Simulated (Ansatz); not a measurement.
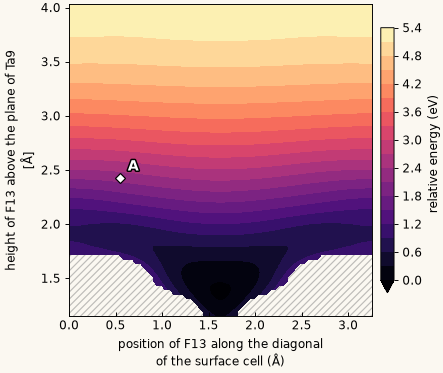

F on a Ta(110) slab cut from the Im-3m phase, its upper half relaxed before the scan (12 atoms of substrate and one adsorbate in a 2 × 2 cell). 
- F is moved along a line over the surface and along the normal, above a rigid substrate.
- Coordinates scanned: (1) position of F13 along the diagonal of the surface cell, from above Ta9; (2) height of F13 above the plane of Ta9.
- Grid: 6 × 8 points; 27 points were computed and 13 follow by symmetry. At 8 points there is no value (left out of the scan, as a rule where atoms come close).
- Points are written as (first, second).
- Energies: eV, counted from the lowest grid point.
- Computed with DFT LDA, scalar-relativistic, plane waves, PAW in Ansatz. Settings: cutoff 420 eV, k-mesh 5×5×1, gaussian smearing 0.1 eV, spin-polarised.

The picture shows filled contours, hatched blanks where no value was computed, the point A. Between grid points the surface is interpolated.

> Is A at rest? If not, where is it pushed?

A, at (0.54 Å, 2.43 Å), is not a stationary point. The computed force is 0.28 eV for each Å towards smaller values of the first coordinate and 3.3 eV for each Å towards smaller values of the second coordinate.

PAW datasets: the set soft_1.
